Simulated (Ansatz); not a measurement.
Run report: GeNH₃Cl₄, frequency calculation

System: GeNH₃Cl₄.
Method: RHF/def2-SVP (Ansatz 0.2.0).

It belongs to a series of runs on one base structure; here: vibrations at the highest image of the band. Figures and captions count atoms from 1; the log counts them from 0 in places.

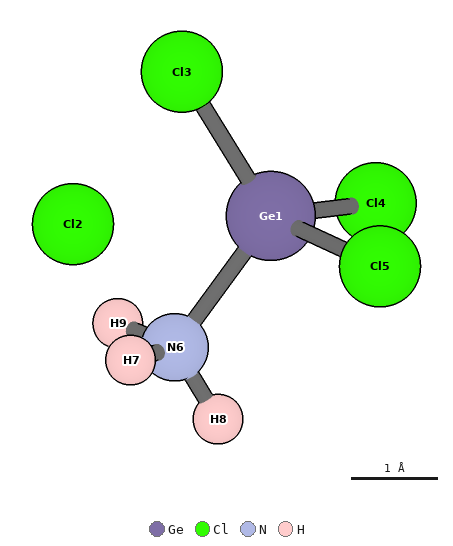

Figure 1. The structure (ball-and-stick view, seen at an oblique angle; atoms are numbered from 1 in the order of the input). Sticks mark near contacts. Bond lengths as drawn: Cl–Ge 2.10 to 2.15 Å, Ge–N 1.92 Å and H–N 1.01 to 1.10 Å.

## Key numbers

```tsv
quantity	value
outcome	converged
total energy	−107996.7687 eV
mean-field energy	−107996.7687 eV
largest force (length of the vector)	0.006 eV/Å
hardware	4 threads of Arm Neoverse V1, 24 GiB of memory available, shared host
wall time	75 s (CPU time 4.5 min)
peak memory	0.38 GiB
```

## The input
```yaml
crystal:
  periodic: [false, false, false]
  atoms:
    - { symbol: Ge, position_ang: [-0.479935, 0.059383, -0.2997] }
    - { symbol: Cl, position_ang: [-0.005619, 1.097725, 2.670281] }
    - { symbol: Cl, position_ang: [1.309268, -0.985026, 0.051141] }
    - { symbol: Cl, position_ang: [-0.408834, 2.108823, -0.758316] }
    - { symbol: Cl, position_ang: [-1.41064, -0.89942, -1.986716] }
    - { symbol: "N", position_ang: [-1.797267, -0.320472, 1.037713] }
    - { symbol: H, position_ang: [-1.924446, -1.311781, 1.190549] }
    - { symbol: H, position_ang: [-2.695695, 0.093391, 0.828316] }
    - { symbol: H, position_ang: [-1.341631, 0.157377, 1.91233] }
basis:
  gaussian: { orbitals: def2-SVP }
hamiltonian:
  xc: hf
phonons: {}
```

Launch command:
```bash
ansatz run input.yaml --threads 4 --pin off --max-ram 5120MiB --backend cpu --events-out ev --progress --plain --runs-dir out
```

## The program's output
```
Engine: ansatz 0.2.0, aarch64-unknown-linux-gnu
Functional definition: HF
  exchange = exact_x
  correlation = 0
1334 factors; integrals over basis functions are off by at most 5.0e-4 eV
mean field evaluation 1: about -107993.6714 eV, gradient 3.3e1 eV
mean field evaluation 2: about -107993.7306 eV, gradient 3.3e1 eV
mean field evaluation 4: about -107996.7331 eV, gradient 3.4e0 eV
mean field evaluation 8: about -107996.7687 eV, gradient 2.4e-4 eV
mean field -107996.76866332 eV, -3968.8080455379 hartree, gradient 4.8e-5 eV, S^2 0.000000; 0 other end points of the search recorded, 0 dependent functions left out
the calculation of the forces begins
reference -107996.76866332 eV, -3968.8080455379 hartree; 55, 55 occupied and 78, 78 virtual orbitals, 1334 factors
these checks for a lower state are left out or cut short: stability, starts, cluster_reference, orbital_swaps, neighbouring_geometries, increment
1334 factors; integrals over basis functions are off by at most 5.0e-4 eV
mean field evaluation 16: about -107996.7686 eV, gradient 1.0e-6 eV
mean field -107996.76857126 eV, -3968.8080421549 hartree, gradient 6.5e-6 eV, S^2 0.000000; 0 other end points of the search recorded, 0 dependent functions left out
[... from here on the field's lines of each further geometry are left out, up to the last ...]
the calculation of the forces begins
reference -107996.76862364 eV, -3968.8080440797 hartree; 55, 55 occupied and 78, 78 virtual orbitals, 1334 factors
these checks for a lower state are left out or cut short: stability, starts, cluster_reference, orbital_swaps, neighbouring_geometries, increment
1334 factors; integrals over basis functions are off by at most 5.0e-4 eV
mean field -107996.76860341 eV, -3968.8080433366 hartree, gradient 4.7e-6 eV, S^2 0.000000; 0 other end points of the search recorded, 0 dependent functions left out
the calculation of the forces begins
reference -107996.76860341 eV, -3968.8080433366 hartree; 55, 55 occupied and 78, 78 virtual orbitals, 1334 factors
WARN: phonons: modes at or below zero, which the zero-point energy, F, S and C_V leave out: 1, the lowest at -124.47 cm⁻¹. A minimum has none, and a first-order saddle one
Total energy: -107996.76866332 eV, -3968.8080455379 hartree
Atom 0 at    -0.479935     0.059383    -0.299700 Å, force     0.000283     0.001756     0.003387 eV/Å
Atom 1 at    -0.005619     1.097725     2.670281 Å, force    -0.000056     0.000034    -0.000828 eV/Å
Atom 2 at     1.309268    -0.985026     0.051141 Å, force     0.000931    -0.001115    -0.000053 eV/Å
Atom 3 at    -0.408834     2.108823    -0.758316 Å, force     0.000184     0.000355    -0.000819 eV/Å
Atom 4 at    -1.410640    -0.899420    -1.986716 Å, force    -0.000683    -0.000144    -0.001293 eV/Å
Atom 5 at    -1.797267    -0.320472     1.037713 Å, force    -0.003825     0.000579    -0.003562 eV/Å
Atom 6 at    -1.924446    -1.311781     1.190549 Å, force    -0.000195    -0.000200     0.000258 eV/Å
Atom 7 at    -2.695695     0.093391     0.828316 Å, force    -0.000578    -0.002431    -0.001043 eV/Å
Atom 8 at    -1.341631     0.157377     1.912330 Å, force     0.003939     0.001167     0.003953 eV/Å
Dipole moment:    -1.027381    -0.762448    -0.743437 e Å
Vibrations: -124.47 74.24 100.39 145.12 161.31 181.84 187.63 215.26 350.61 426.89 463.57 517.56 580.92 936.66 988.10 1352.56 1657.18 1662.65 2257.93 3684.14 3773.71 cm⁻¹, zero-point energy 1.222377 eV
```

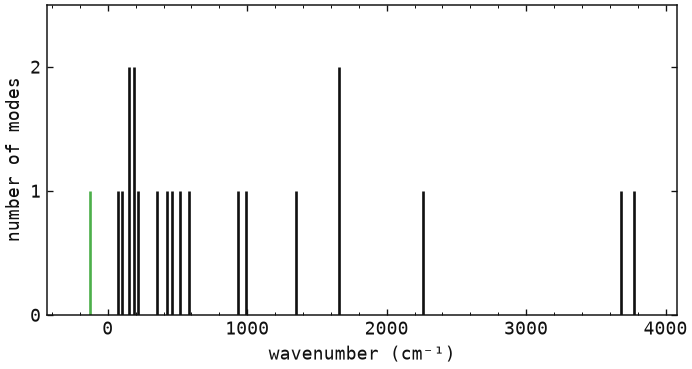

Figure 2. Harmonic vibrational wavenumbers from the force constants; neighbouring modes closer than 18 cm⁻¹ are counted in one stick, and imaginary ones are drawn at negative wavenumbers. 21 modes from 124i to 3774 cm⁻¹, 1 imaginary beyond 8i (124i cm⁻¹): a first-order saddle point, if the geometry is stationary.
